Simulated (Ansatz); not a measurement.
# UPBE0/STO-3G run of SiF3 (trifluorosilyl)

Aim: the energy change on altering one bond length of SiF3 (trifluorosilyl) at UPBE0/STO-3G, from 2 runs. 

Program for the calculation: Ansatz 0.2.0.

45 further runs of the same task are left out: 7 that didn't finish, 38 set aside as unsound or not needed.

## (1) The system as given

SiF3: 4 atoms, total charge 0, spin state doublet. As SMILES, `F[Si](F)F`. The coordinates come from a GFN2-xTB relaxation.

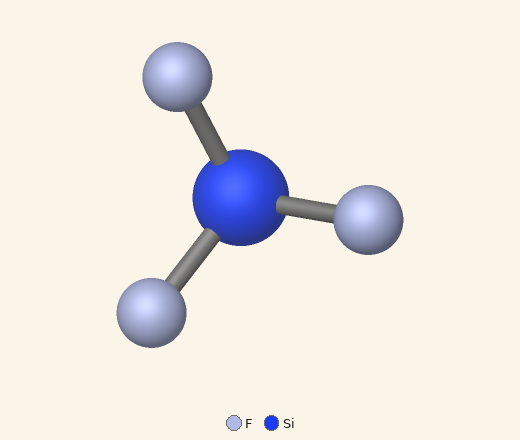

Viewed from a chosen angle; fluorine light blue, silicon blue.

## (2) A single-point energy at UPBE0/STO-3G

Input file run.yaml:

```yaml
crystal:
  periodic: [false, false, false]
  atoms:
    - {symbol: F, position_ang: [0.787890, -0.508980, 1.119030]}
    - {symbol: Si, position_ang: [-0.325240, 0.244050, 0.268860]}
    - {symbol: F, position_ang: [-0.962750, -0.889100, -0.646850]}
    - {symbol: F, position_ang: [0.500100, 1.154030, -0.741040]}
basis:
  gaussian: {orbitals: STO-3G}
magnetization: {spin_polarized: true, initial_magnetization: 1}
accuracy: high
hamiltonian: {xc: {name: PBE0}}
```

Command:

```console
ansatz run run.yaml --threads 1 --pin off --max-ram 2610MiB --events-out events.jsonl --progress --plain --runs-dir runs
```

The program printed:

```text
Warning: RAYON_NUM_THREADS=1 ignored (pool sized by the plan → 1); use --threads N
Functional definition: PBE0
  name "PBE0"
  parameter a = 0.25
  parameter kappa = 0.804
  parameter beta = 0.06672455060314922
  exchange = (1 - a)*pbe_x(kappa = kappa, mu = beta*pi^2/3) + a*exact_x
  correlation = pbe_c(beta = beta)
460 factors; integrals over basis functions are off by at most 3.5e-8 eV
mean field evaluation 1: about -15806.3135 eV, gradient 1.7e1 eV
mean field evaluation 2: about -15806.6453 eV, gradient 1.7e1 eV
mean field evaluation 4: about -15808.6235 eV, gradient 2.2e-1 eV
mean field evaluation 8: about -15808.6444 eV, gradient 1.0e-2 eV
mean field evaluation 16: about -15808.6444 eV, gradient 1.3e-7 eV
mean field -15808.64435858 eV, -580.9569646939 hartree, gradient 1.5e-8 eV, S^2 0.752654; 0 other end points of the search recorded, 0 dependent functions left out
reference -15808.64435954 eV, -580.9569647289 hartree; 21, 20 occupied and 3, 4 virtual orbitals, 460 factors
Total energy: -15808.64435954 eV, -580.9569647289 hartree
```

It took 0.76 s on 1 thread of AMD EPYC 9R45 (Zen 5), shared host.

## (3) The distorted shape

Input file input.yaml:

```yaml
crystal:
  periodic: [false, false, false]
  atoms:
    - {symbol: F, position_ang: [1.066162, -0.697230, 1.331564]}
    - {symbol: Si, position_ang: [-0.325240, 0.244050, 0.268860]}
    - {symbol: F, position_ang: [-0.962750, -0.889100, -0.646850]}
    - {symbol: F, position_ang: [0.500100, 1.154030, -0.741040]}
basis:
  gaussian: {orbitals: STO-3G}
magnetization: {spin_polarized: true, initial_magnetization: 1}
hamiltonian: {xc: {name: PBE0}}
accuracy: high
```

Command:

```console
ansatz run input.yaml --threads 1 --pin off --max-ram 2610MiB --events-out events.jsonl --progress --plain --runs-dir runs
```

The program printed:

```text
Warning: RAYON_NUM_THREADS=1 ignored (pool sized by the plan → 1); use --threads N
Functional definition: PBE0
  name "PBE0"
  parameter a = 0.25
  parameter kappa = 0.804
  parameter beta = 0.06672455060314922
  exchange = (1 - a)*pbe_x(kappa = kappa, mu = beta*pi^2/3) + a*exact_x
  correlation = pbe_c(beta = beta)
450 factors; integrals over basis functions are off by at most 3.1e-8 eV
mean field evaluation 1: about -15803.7367 eV, gradient 2.0e1 eV
mean field evaluation 2: about -15783.4298 eV, gradient 5.7e1 eV
mean field evaluation 4: about -15807.4688 eV, gradient 4.3e0 eV
mean field evaluation 8: about -15807.6605 eV, gradient 6.2e-2 eV
mean field evaluation 16: about -15807.6606 eV, gradient 4.4e-5 eV
mean field -15807.66055517 eV, -580.9208105852 hartree, gradient 8.7e-8 eV, S^2 0.765186; 0 other end points of the search recorded, 0 dependent functions left out
reference -15807.66055610 eV, -580.9208106196 hartree; 21, 20 occupied and 3, 4 virtual orbitals, 450 factors
Total energy: -15807.66055610 eV, -580.9208106196 hartree
```

Wall time 0.84 s (1 thread of AMD EPYC 9R45 (Zen 5), shared host).

## (4) Outcome

Level: UPBE0/STO-3G.

```
                                                          quantity          value
                                         first shape: total energy  -580.95696 Eh
                                                 first shape: ⟨S²⟩          0.753
                                     distorted shape: total energy  -580.92081 Eh
                                             distorted shape: ⟨S²⟩          0.765
energy change with the F1–Si2 bond stretched from 1.590 to 1.988 Å       0.984 eV
```

In words: With the F1–Si2 bond stretched from 1.590 to 1.988 Å the energy rises by 0.98 eV (94.9 kJ/mol). The first shape isn't relaxed at this level, so the change isn't measured from a minimum. The minimal basis adds a large error of its own.
